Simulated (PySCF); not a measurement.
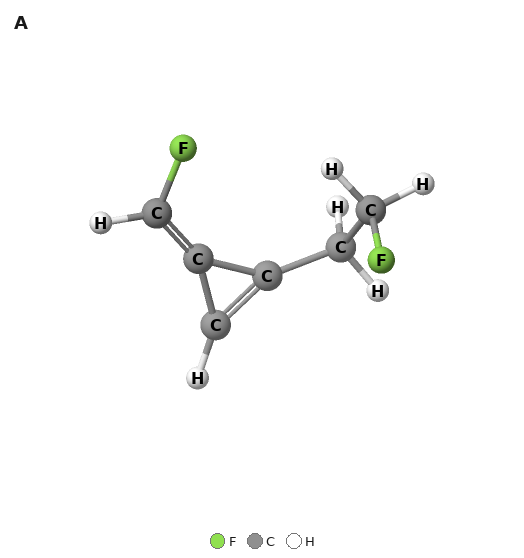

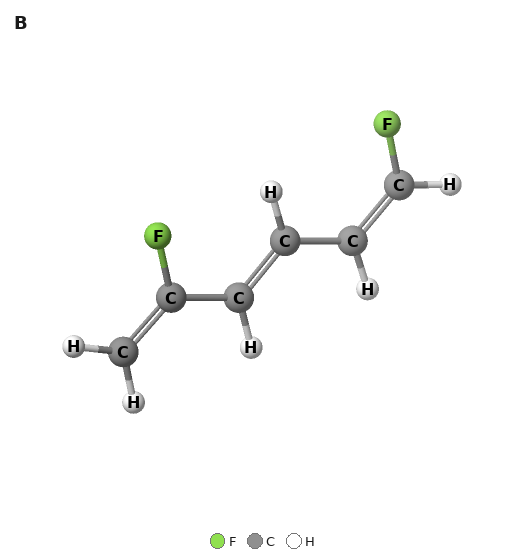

2 stationary structures of one formula. Geometries: PBE0-D3(BJ)/def2-SVP. Electronic energies: PBE0/pcSseg-1 (PySCF 2.14.0), without zero-point energy. No frequency run is at hand to confirm each as a minimum. Each is one conformer, not always the lowest.

**How are they related?**

They are constitutional isomers of C6H6F2: A `F/C=C1C=C/1CCF`, B `C=C(F)/C=C/C=C\F`.

**Which is lowest in energy, and by how much?**

B is lowest; A lies 176.2 kJ/mol above it.
